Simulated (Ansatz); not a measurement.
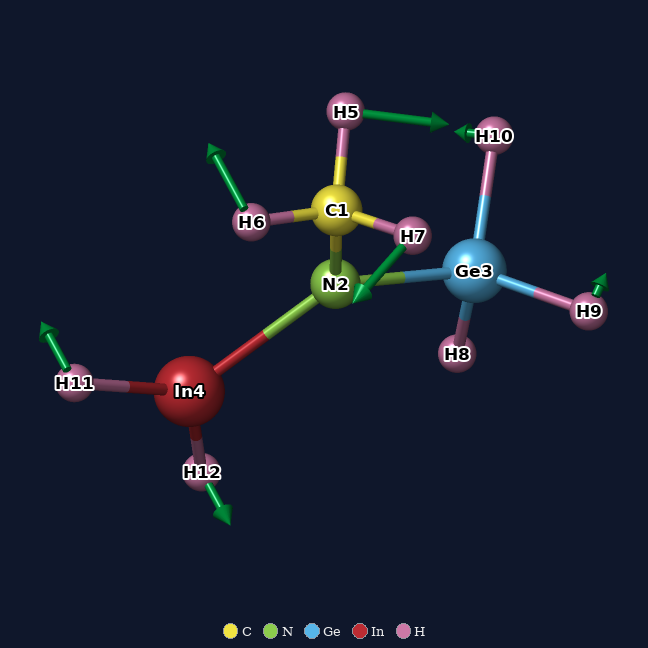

The arrows show one normal mode. Harmonic vibrations computed with RKS PBE0-D4/def2-TZVP, core potentials on In (Ansatz 0.2.0) at a stationary point of the same level.

Question: What kind of motion is it?

Answer: A torsion or out-of-plane motion in which bond lengths and bond angles hardly change.

Question: At what wavenumber does it lie?

Answer: 161 cm⁻¹; it is mode 3 of 30 counted from the lowest.
